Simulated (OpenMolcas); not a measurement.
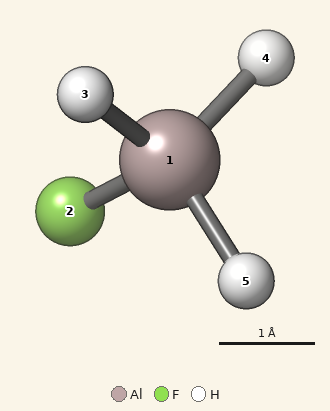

*The input geometry (ball-and-stick view, seen at a tilt; atoms are numbered from 1 in the order of the input). Sticks mark near contacts.*

## Run report: AlH3F (charge −1), single-point calculation

- system: AlH3F, charge −1, multiplicity 3
- method: PBE0/STO-3G, UKS (OpenMolcas 26.06)

The geometry is that of the parent species in another charge or spin state. The geometry comes from this level: GFN2-xTB.

## Input file
```
* AlFH3 Kohn-Sham DFT
>>> EXPORT MOLCAS_PRINT=2

&GATEWAY
  BasLib
  $CurrDir
  Coord
  input.xyz
  Basis
  STO-3G
  Group
  NoSym

&SEWARD
  GridInput
  Grid=UltraFine
  End of Grid

&SCF
  UHF
  Charge
  -1
  Spin
  3
  KSDFT
  PBE0
  Thresholds
  1e-10 1e-07 1e-07 1e-05
  PrOrbitals
  1 1
```

## File input.xyz
```
5

Al    -0.000570     0.000210    -0.037540
F      0.011440    -0.019350     1.657940
H      1.529880     0.011490    -0.550320
H     -0.774560     1.332620    -0.519830
H     -0.766190    -1.324970    -0.550240
```

Launch command:
```bash
export MOLCAS_MEM=1860
pymolcas job.input > job.log
```

## The program's output
```
--- Start Module: gateway ---

                                              &GATEWAY

                       available to each process: 1.9 GB of memory, 1 thread

 Basis Set     1 Label: AL.STO-3G
 Basis set is read from library:.
 basistype.tbl is not found

 Basis Set     2 Label: F.STO-3G
 Basis set is read from library:.
 basistype.tbl is not found

 Basis Set     3 Label: H.STO-3G
 Basis set is read from library:.
 basistype.tbl is not found

++    Symmetry information:
      ---------------------

                    Character Table for C1

                             E
                    a        1  x, y, xy, Rz, z, xz, Ry, yz, Rx, I
--

++    Basis set information:
      ----------------------

      Basis set label: AL.STO-3G.........

      Electronic valence basis set:
      ------------------
      Associated Effective Charge  13.000000 au
      Associated Actual Charge     13.000000 au
      Nuclear Model: Point charge

      Shell  nPrim  nBasis  Cartesian Spherical Contaminant
         s       9       3        X
         p       6       2        X

      Basis set label: F.STO-3G.........

      Electronic valence basis set:
      ------------------
      Associated Effective Charge   9.000000 au
      Associated Actual Charge      9.000000 au
      Nuclear Model: Point charge

      Shell  nPrim  nBasis  Cartesian Spherical Contaminant
         s       6       2        X
         p       3       1        X

      Basis set label: H.STO-3G.........

      Electronic valence basis set:
      ------------------
      Associated Effective Charge   1.000000 au
      Associated Actual Charge      1.000000 au
      Nuclear Model: Point charge

      Shell  nPrim  nBasis  Cartesian Spherical Contaminant
         s       3       1        X
--

++    Molecular structure info:
      -------------------------

                    ************************************************
                    **** Cartesian Coordinates / bohr, angstrom ****
                    ************************************************

     Center  Label                x              y              z                     x              y              z
        1      AL1             -0.001077       0.000397      -0.070940             -0.000570       0.000210      -0.037540
        2      F2               0.021618      -0.036566       3.133053              0.011440      -0.019350       1.657940
        3      H3               2.891054       0.021713      -1.039954              1.529880       0.011490      -0.550320
        4      H4              -1.463706       2.518287      -0.982336             -0.774560       1.332620      -0.519830
        5      H5              -1.447889      -2.503830      -1.039803             -0.766190      -1.324970      -0.550240

                    ***************************************
                    *    InterNuclear Distances / bohr    *
                    ***************************************

               1 AL1           2 F2            3 H3            4 H4            5 H5
    1 AL1      0.000000
    2 F2       3.204286        0.000000
    3 H3       3.050224        5.064686        0.000000
    4 H4       3.051180        5.066546        5.019974        0.000000
    5 H5       3.050101        5.065527        5.020438        5.022471        0.000000

                    *******************************************
                    *    InterNuclear Distances / angstrom    *
                    *******************************************

               1 AL1           2 F2            3 H3            4 H4            5 H5
    1 AL1      0.000000
    2 F2       1.695635        0.000000
    3 H3       1.614109        2.680116        0.000000
    4 H4       1.614615        2.681101        2.656456        0.000000
    5 H5       1.614044        2.680562        2.656701        2.657777        0.000000
--

            Nuclear Potential Energy             55.22595267 au

--- Stop Module: gateway /rc=_RC_ALL_IS_WELL_ ---

--- Start Module: seward ---

                                              &SEWARD

                       available to each process: 1.9 GB of memory, 1 thread

               SEWARD will generate:
                  Multipole Moment integrals up to order  2
                  Kinetic Energy integrals
                  Nuclear Attraction integrals (point charge)
                  One-Electron Hamiltonian integrals
                  Velocity integrals
                  Orbital angular momentum around (  0.0074  -0.0132   1.1126 )
                  Velocity quadrupole around (  0.0074  -0.0132   1.1126 )
                  Two-Electron Repulsion integrals

                   Integrals are discarded if absolute value <: 1.00E-14
                   Integral cutoff threshold is set to       <: 1.00E-16

            Nuclear Potential Energy             55.22595267 au

      Basis set specifications :
      Symmetry species         a
      Basis functions           17

--- Stop Module: seward /rc=_RC_ALL_IS_WELL_ ---

--- Start Module: scf ---

                                                &SCF

                       available to each process: 1.9 GB of memory, 1 thread

++    Input section:
      --------------

      Header of the integral files:

      Cartesian coordinates in angstrom:
      -----------------------------------------------------
      No.  Label        X            Y            Z
      -----------------------------------------------------
       1   AL1       -0.00057000   0.00021000  -0.03754000
       2   F2         0.01144000  -0.01935000   1.65794000
       3   H3         1.52988000   0.01149000  -0.55032000
       4   H4        -0.77456000   1.33262000  -0.51983000
       5   H5        -0.76619000  -1.32497000  -0.55024000
      -----------------------------------------------------
      Nuclear repulsion energy =   55.22595267
--

++    Orbital specifications:
      -----------------------

      Symmetry species               1
                                     a
      Frozen orbitals                0
      Start temperature = 0.500
      End temperature   = 0.010
      Temperature Factor= 0.460
      Deleted orbitals               0
      Total number of orbitals      17
      Number of basis functions     17
--

      Molecular charge                          -1.000

      Numerical integration parameters
      --------------------------------
      Radial quadrature type:                         MHL
      Size of radial grid:                            99
      Lebedev angular grid:                           41
      Angular grid pruned with the crowding factor:  1.00E+10
                                 and fading factor:  1.00E+01
      Screening threshold for integral computation:   1.00E-11
      Radial quadrature accuracy:                     1.00E-25
      Maximum batch size:                             128
      AO values are stored on disk
      The same grid will be used for all iterations.

      DFT functional specifications
      -----------------------------
      Using Libxc version: 6.2.2
      Please cite the following reference:
      S. Lehtola, C. Steigemann, M. J.T. Oliveira, and M. A.L. Marques.,  SoftwareX 7, 1–5 (2018) doi:10.1016/j.softx.2017.11.002

      * PBEH (PBE0)

++    Optimization specifications:
      ----------------------------

      SCF Algorithm: Conventional USCF
      D(i)-D(i-1) density differences are used
      Number of density matrices in core                 5
      Maximum number of NDDO SCF iterations            400
      Maximum number of HF SCF iterations              400
      Threshold for SCF energy change             1.00E-10
      Threshold for density matrix                1.00E-07
      Threshold for Fock matrix                   1.00E-07
      Threshold for linear dependence             1.00E-09
      Threshold at which DIIS is turned on        1.50E-01
      Maximum depth in the DIIS procedure                5
      Maximum depth in the BFGS Hessian update          30
      Threshold at which QNR/C2DIIS is turned on  7.50E-02
      Threshold for Norm(delta) (QNR/C2DIIS)      1.00E-05
      All orbitals punched on: UHFORB
--

      Input vectors read from INPORB
      Orbital file label: *Guess orbitals

++ Convergence information
                               UHF PBE0       iterations: Energy and convergence statistics

Iter     Tot. PBE0       One-elec.       Two-elec.     Energy      Max Dij or  Max Fij      DNorm      TNorm      AccCon     Time
         Energy          Energy          Energy        Change      Delta Norm                                                in Sec.
   1  -336.482188263  -615.215618059   223.507477127   0.00E+00    8.54E-02*   7.36E-01*    8.30E+00   7.40E+01   None         0.
   2  -338.100625984  -619.509229834   226.182651180  -1.62E+00*   5.72E-01*   1.90E-01*    3.24E+00   7.40E+01   EDIIS        0.
   3  -337.155864617  -609.141212102   216.759394815   9.45E-01*   1.37E-01*   1.50E-01*    3.26E+00   7.29E+01   EDIIS        0.
   4  -338.865718250  -616.962782009   222.871111089  -1.71E+00*   5.43E-02*   1.81E-02*    2.02E+00   7.36E+01   EDIIS        0.
   5  -338.936035190  -617.342411274   223.180423415  -7.03E-02*   7.69E-02*   8.73E-03*    1.60E+00   7.36E+01   EDIIS        0.
   6  -338.953292524  -616.745381621   222.566136427  -1.73E-02*   2.30E-01*   2.76E-02*    5.20E-01   7.36E+01   EDIIS        0.
   7  -338.936786042  -618.315161961   224.152423249   1.65E-02*   7.59E-02*   1.76E-02*    6.19E-01   7.37E+01   EDIIS        0.
   8  -338.953483183  -617.576466330   223.397030477  -1.67E-02*   1.46E-02*   9.44E-03*    1.80E-01   7.37E+01   EDIIS        0.
   9  -338.956384126  -617.126646704   222.944309909  -2.90E-03*   8.37E-02*   9.80E-03*    3.05E-01   7.36E+01   EDIIS        0.
  10  -338.971210178  -617.172027140   222.974864292  -1.48E-02*   2.30E-01*   2.15E-02*    9.87E-01   7.36E+01   EDIIS        0.
  11  -338.969413124  -616.584042676   222.388676882   1.80E-03*   1.00E-01*   1.95E-02*    8.73E-01   7.36E+01   EDIIS        0.

       Fermi aufbau procedure completed!
      nOcc(alpha)=   14
      nOcc(beta) =   12

  12  -338.973834508  -617.329879282   223.130092104  -4.42E-03*   7.36E-02*   7.67E-03*    4.41E-01   7.36E+01   c2DIIS       0.
  13  -338.975017795  -616.934299305   222.733328840  -1.18E-03*   1.16E-01*   6.34E-03*    1.39E-01   7.36E+01   QNRc2DIIS    0.
  14  -338.974646326  -617.293866316   223.093267320   3.71E-04*   8.84E-02*   1.51E-02*    2.96E-01   7.36E+01   QNRc2DIIS    0.
  15  -338.975391374  -617.037607416   222.836263372  -7.45E-04*   3.97E-02*   3.58E-03*    1.33E-01   7.36E+01   QNRc2DIIS    0.
  16  -338.975512594  -617.026784982   222.825319718  -1.21E-04*   5.66E-02*   1.98E-03*    7.56E-02   7.36E+01   QNRc2DIIS    0.
  17  -338.975572935  -617.041507771   222.839982166  -6.03E-05*   1.74E-02*   5.57E-04*    1.46E-01   7.36E+01   QNRc2DIIS    0.
  18  -338.975579436  -617.042855884   222.841323778  -6.50E-06*   1.37E-02*   4.95E-04*    2.74E-02   7.36E+01   QNRc2DIIS    0.
  19  -338.975585286  -617.042710813   222.841172858  -5.85E-06*   5.49E-02*   3.58E-04*    2.31E-02   7.36E+01   QNRc2DIIS    0.
  20  -338.975598271  -617.048800814   222.847249873  -1.30E-05*   3.04E-02*   4.88E-04*    9.03E-02   7.36E+01   QNRc2DIIS    0.
  21  -338.975603525  -617.048508935   222.846952740  -5.25E-06*   5.41E-02*   5.07E-04*    4.83E-02   7.36E+01   QNRc2DIIS    0.
  22  -338.975611555  -617.054398979   222.852834755  -8.03E-06*   3.73E-03*   1.78E-04*    7.87E-02   7.36E+01   QNRc2DIIS    0.
  23  -338.975612179  -617.050303131   222.848738282  -6.24E-07*   1.13E-02*   1.25E-04*    7.36E-03   7.36E+01   QNRc2DIIS    0.
  24  -338.975613054  -617.048695988   222.847130264  -8.75E-07*   3.21E-03*   6.36E-05*    2.39E-02   7.36E+01   QNRc2DIIS    0.
  25  -338.975613136  -617.047991782   222.846425976  -8.15E-08*   1.18E-03*   2.09E-05*    6.75E-03   7.36E+01   QNRc2DIIS    0.
  26  -338.975613152  -617.047913624   222.846347803  -1.62E-08*   2.90E-04*   1.04E-05*    2.20E-03   7.36E+01   QNRc2DIIS    0.
  27  -338.975613154  -617.047853189   222.846287364  -2.41E-09*   1.29E-04*   2.79E-06*    4.39E-04   7.36E+01   QNRc2DIIS    0.
  28  -338.975613155  -617.047845058   222.846279234  -3.17E-10*   1.35E-05*   8.87E-07*    1.90E-04   7.36E+01   QNRc2DIIS    0.
  29  -338.975613155  -617.047848965   222.846283140  -1.34E-11    4.59E-06    2.30E-07*    2.55E-05   7.36E+01   QNRc2DIIS    0.
  30  -338.975613155  -617.047848686   222.846282861  -9.09E-13    4.64E-07    1.15E-08     8.16E-06   7.36E+01   QNRc2DIIS    0.

       Convergence after  30 Iterations
--

 *****************************************************************************************************************************
 *                                             SCF/KS-DFT Program, Final results                                             *
 *                                                       Final Results                                                       *
 *****************************************************************************************************************************

::    Total KS-DFT energy                            -338.9756131548
      One-electron energy                            -617.0478486859
      Two-electron energy                             222.8462828613
      Nuclear repulsion energy                         55.2259526699
      Kinetic energy (interpolated)                   336.2458659519
      Virial theorem                                    1.0081183071
      Total spin, S(S+1)                                2.0062005913
      Total spin, S                                     1.0020654418
      Max non-diagonal density matrix element           0.0000003569
      Max non-diagonal Fock matrix element              0.0000000145

      All orbitals with orbital energies smaller than  E(LUMO)+0.5 are printed

++    Molecular orbitals:
      -------------------

      Title: UKS-DFT orbitals (alpha)

      Molecular orbitals for symmetry species 1: a

          Orbital            1         2         3         4         5         6         7         8         9        10
          Energy          -55.0615  -24.0802   -3.5696   -2.0336   -2.0318   -2.0277   -0.7979   -0.0872   -0.0129    0.0093
          Occ. No.          1.0000    1.0000    1.0000    1.0000    1.0000    1.0000    1.0000    1.0000    1.0000    1.0000

          Orbital           11        12        13        14        15        16        17
          Energy            0.0343    0.0651    0.1097    0.5439    0.7063    0.7399    0.7577
          Occ. No.          1.0000    1.0000    1.0000    1.0000    0.0000    0.0000    0.0000

--

      All orbitals with orbital energies smaller than  E(LUMO)+0.5 are printed

++    Molecular orbitals:
      -------------------

      Title: UKS-DFT orbitals (beta)

      Molecular orbitals for symmetry species 1: a

          Orbital            1         2         3         4         5         6         7         8         9        10
          Energy          -55.0554  -24.0675   -3.5591   -2.0277   -2.0233   -2.0218   -0.7455   -0.0366    0.0567    0.0634
          Occ. No.          1.0000    1.0000    1.0000    1.0000    1.0000    1.0000    1.0000    1.0000    1.0000    1.0000

          Orbital           11        12        13        14
          Energy            0.1058    0.1506    0.2258    0.6887
          Occ. No.          1.0000    1.0000    0.0000    0.0000

--

++    Molecular charges:
      ------------------

      Mulliken charges per centre and basis function type
      ---------------------------------------------------

                            AL1                     F2                      H3                      H4                      H5
                     alpha        beta       alpha        beta       alpha        beta       alpha        beta       alpha        beta
      1s           2.9799      2.4875      1.9893      1.9761      0.7975      0.5979      0.9046      0.3328      0.7985      0.5962
      2px          1.2449      1.2568      0.9814      0.8714      0.0000      0.0000      0.0000      0.0000      0.0000      0.0000
      2pz          1.1536      1.1665      0.9262      0.8444      0.0000      0.0000      0.0000      0.0000      0.0000      0.0000
      2py          1.2416      1.2202      0.9826      0.6503      0.0000      0.0000      0.0000      0.0000      0.0000      0.0000
      Total        6.6200      6.1310      4.8794      4.3421      0.7975      0.5979      0.9046      0.3328      0.7985      0.5962
      Total             12.7509                  9.2216                  1.3954                  1.2374                  1.3947

      Charge            0.2491                 -0.2216                 -0.3954                 -0.2374                 -0.3947

      Total electronic charge=   26.000000

      Total            charge=   -1.000000
--

++    Molecular orbitals:
      -------------------

      Title: Natural orbitals

      Molecular orbitals for symmetry species 1: a

          Orbital            1         2         3         4         5         6         7         8         9        10
          Energy          -55.0584  -24.0737   -3.5643   -2.0292   -2.0247   -2.0159   -0.7400   -0.0400    0.0502    0.1166
          Occ. No.          2.0000    2.0000    2.0000    2.0000    2.0000    2.0000    2.0000    2.0000    2.0000    1.9995

          Orbital           11        12        13        14        15        16        17
          Energy            0.0006    0.0348    0.1378    0.6180    0.7551    0.7393    0.7821
          Occ. No.          1.9994    1.9980    1.0000    1.0000    0.0020    0.0006    0.0005

--

++    Molecular properties:
      ---------------------

      Charge (e):
                      =   -1.0000
      Dipole Moment (debye):
      Origin of the operator (angstrom)=    0.0039   -0.0070    0.5888
                   X= -2.7595E-01               Y=  4.7458E-01               Z=  3.6524E+00           Total=  3.6935E+00
      Center of Charge (angstrom)
                     X=    0.06135007               Y=   -0.10579763               Z=   -0.17163600
      Quadrupole Moment (debye*angstrom):
      Origin of the operator (angstrom)=    0.0039   -0.0070    0.5888
                  XX= -2.2118E+01              XY= -9.7791E-01              XZ=  4.8852E-01              YY= -2.1002E+01
                  YZ= -8.3514E-01              ZZ= -2.2761E+01
      In traceless form (debye*angstrom)
                  XX= -2.3740E-01              XY= -1.4669E+00              XZ=  7.3278E-01              YY=  1.4379E+00
                  YZ= -1.2527E+00              ZZ= -1.2005E+00
--

--- Stop Module: scf /rc=_RC_ALL_IS_WELL_ ---
--- Module scf spent 9 seconds ---

.##################.
.# Happy landing! #.
.##################.

    Timing: Wall=10.65 User=8.18 System=1.67
```

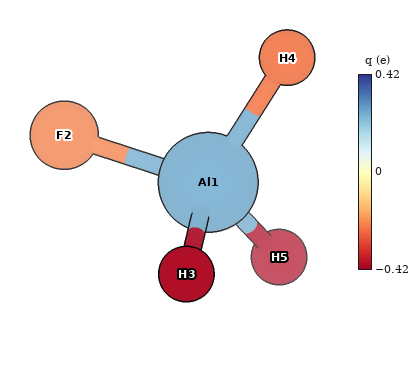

*Mulliken charges, as the colour of each atom (ball-and-stick view, seen at a tilt; atoms are numbered from 1 in the order of the input).*

By element: Al +0.25, F −0.22 and H −0.40 to −0.24 e.

## Key numbers

- outcome: converged
- total energy: −338.975613 hartree
- basis functions: 17
- ⟨S²⟩: 2.006
- hardware: 1 thread of Arm Neoverse V2, 24 GiB of memory available, shared host
- wall time: 11 s
- peak memory: 0.37 GiB
